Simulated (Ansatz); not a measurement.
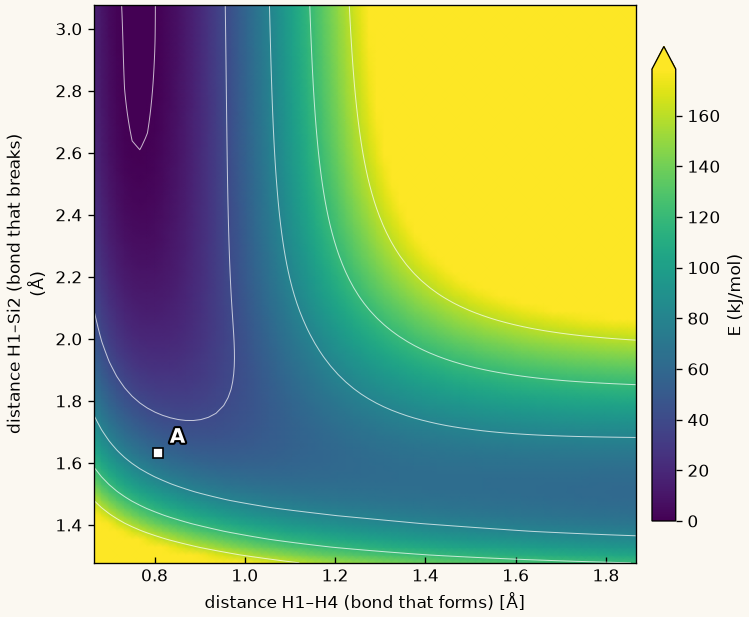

The reacting system H7Si2 (fragments H₆Si₂ + H where the first distance is long, H₂ + H₅Si₂ where the second is long), spin multiplicity 2. 
- First axis: distance H1–H4 (bond that forms). Second axis: distance H1–Si2 (bond that breaks).
- Relaxed at each point: all other coordinates.
- Grid: 12 × 12 points.
- Points are written as (first, second).
- Energies are in kJ/mol, from the lowest grid point.
- Theory: UKS PBE0-D4/def2-SVP in Ansatz 0.2.0.

Drawn: a smooth colour map with a few white contour lines, one colour for all values above the top of the scale, the point A. Between grid points the surface is interpolated.

Which way does the force act at A, and how strong is it?

Answer. A, at (0.808 Å, 1.633 Å), is not a stationary point. The computed force is 141 kJ/mol for each Å towards larger values of the first coordinate and 200 kJ/mol for each Å towards larger values of the second coordinate.
